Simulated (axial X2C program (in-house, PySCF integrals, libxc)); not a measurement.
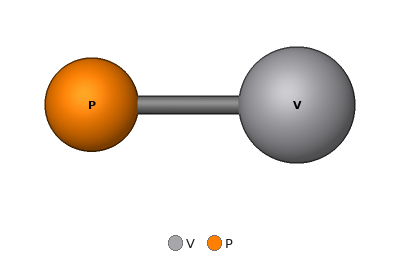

Figure 1. The molecule at the reference distance of 2.161 Å.

## VP: relativistic diatomic calculation

- system: VP, single determinant with Ω = 1.
- method: M06, two-component X2C with atomic mean-field Coulomb and Gaunt terms, V dyall-cv3z, P dyall-v3z (cores contracted) (axial X2C program (in-house, PySCF integrals, libxc))

Output:
```
two-component X2C + atomic mean field  M06
basis functions 162  fitting functions 932  grid points 5081
iter        total energy     max residual
   1      -1291.078042652     6.50e-02
   2      -1291.084002153     3.80e-03
   3      -1291.086102089     4.64e-03
   4      -1291.086219886     7.46e-03
   5      -1291.087109023     1.29e-03
   6      -1291.087304718     1.99e-03
   7      -1291.087354526     1.19e-03
   8      -1291.087403778     4.50e-04
   9      -1291.087411526     1.70e-04
  10      -1291.087413002     1.25e-04
  11      -1291.087413640     5.74e-05
  12      -1291.087413767     3.76e-05
  13      -1291.087413825     2.09e-05
  14      -1291.087413856     9.85e-06
  15      -1291.087413868     2.74e-06
  16      -1291.087413869     7.07e-07
converged
one-electron -1944.37942003  Coulomb 638.00394462  exact exchange -18.13723328  xc functional -50.78435889  nuclear repulsion 84.48224793  atomic mean-field constant -0.27259422
```

The points of the curve:

```csv
R (Å),E (hartree),"dipole (D; origin at the first atom, positive when the second is positive)",highest filled (eV),lowest empty (eV)
1.880,−1291.068841,−2.90,−5.53,−3.34
1.966,−1291.081779,−3.18,−5.60,−3.26
2.031,−1291.086440,−3.35,−5.64,−3.24
2.096,−1291.088046,−3.50,−5.66,−3.25
2.161,−1291.087414,−3.63,−5.67,−3.27
2.237,−1291.084641,−3.74,−5.66,−3.31
2.312,−1291.080338,−3.83,−5.64,−3.35
2.409,−1291.073386,−3.92,−5.61,−3.40
2.528,−1291.063707,−3.99,−5.55,−3.45
2.701,−1291.048992,−4.06,−5.46,−3.51
```

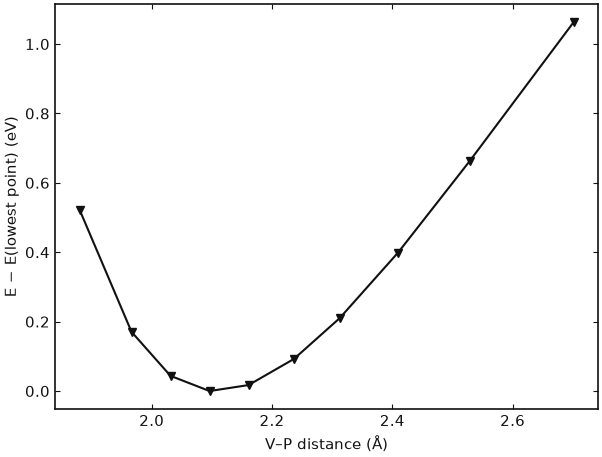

Figure 2. Energy at 10 bond lengths, for one set of occupations held fixed; the line joins the points. A polynomial of degree 6 through 9 points gives rₑ = 2.107 Å, ωₑ = 438.9 cm⁻¹, ωₑxₑ = 1.8 cm⁻¹ and Bₑ = 0.1971 cm⁻¹. The minimum lies 3.12 eV below V + P, each computed as one determinant at the same level.

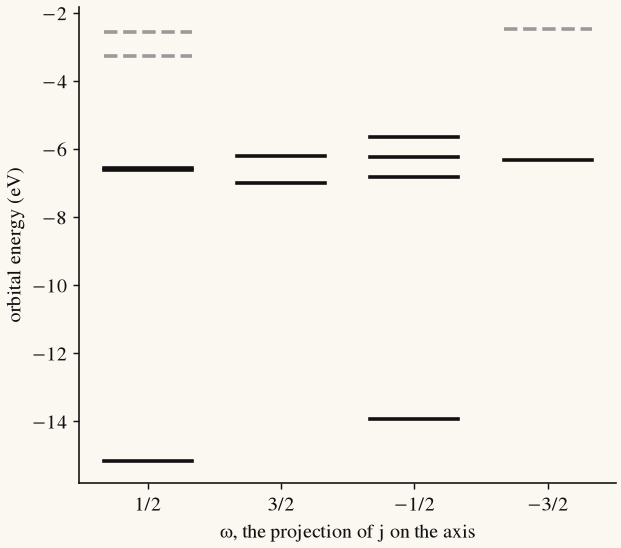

Figure 3. Orbital energies near the frontier at 2.16 Å, filled (solid) and empty (dashed). The highest filled spinor (−1/2; 53 % V s, 24 % V d) lies at −5.67 eV, the lowest empty one (1/2; 50 % V s, 26 % V p) at −3.27 eV.

Input file:
```
{"zs": [23, 15], "q": 0, "bas": ["dyall-cv3z", "dyall-v3z"], "levels": ["PBE0", "HF", "M06"], "cc": true, "r0": 2.14, "thr": -2.0, "nmax": 90, "npts": 10, "nst": 2, "ntry": 6}
```

The line is the task of a batch: nuclear charges, charge, bases, the levels to run, a first guess of the distance and further settings. This report covers M06 with spin-orbit coupling. The log is that of the reference distance 2.161 Å.

The run was one of a batch that the task file lists, launched with:
```bash
python <driver script> task.json out
```

Summary:

```tsv
quantity	value
outcome	converged
bond length rₑ	2.107 Å
ωₑ	438.9 cm⁻¹
energy at the minimum	−1291.08808 hartree
depth below the fragments	3.12 eV
hardware	1 thread of Arm Neoverse V2, 24 GiB of memory available, shared host
wall time	9.2 s
```
